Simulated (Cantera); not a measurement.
Charge: 1 mol Ti, 0.29 mol C₃H₈, 22 mol H₂O, equilibrated at 53.0 Pa.

Method: chemical equilibrium by Gibbs-energy minimisation in Cantera with the NASA 1993 tables (ideal gas, pure condensed phases). Candidate condensed phases: C, C₆H₆, C₇H₈, C₈H₁₈, H₂O, Ti, TiC, TiO, TiO₂, Ti₂O₃, Ti₃O₅, Ti₄O₇; 113 gas species. Equilibrium is a limit: real reactors are often held back by kinetics, nucleation or transport.

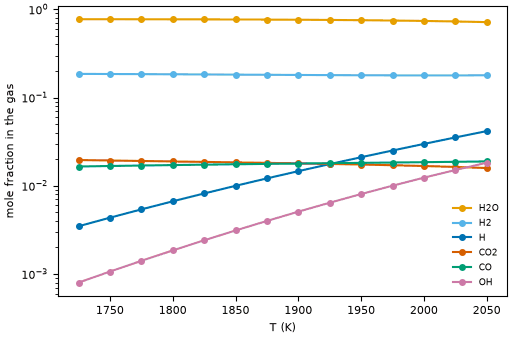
*Equilibrium gas composition (values under 1e-9 drawn at 1e-9)*

**Question.** Read off the mole fractions at 1775 K.

**Answer.** H₂O about 0.77, H₂ about 0.18, CO₂ about 0.019, CO about 0.017, H about 0.0054, OH about 0.0014.
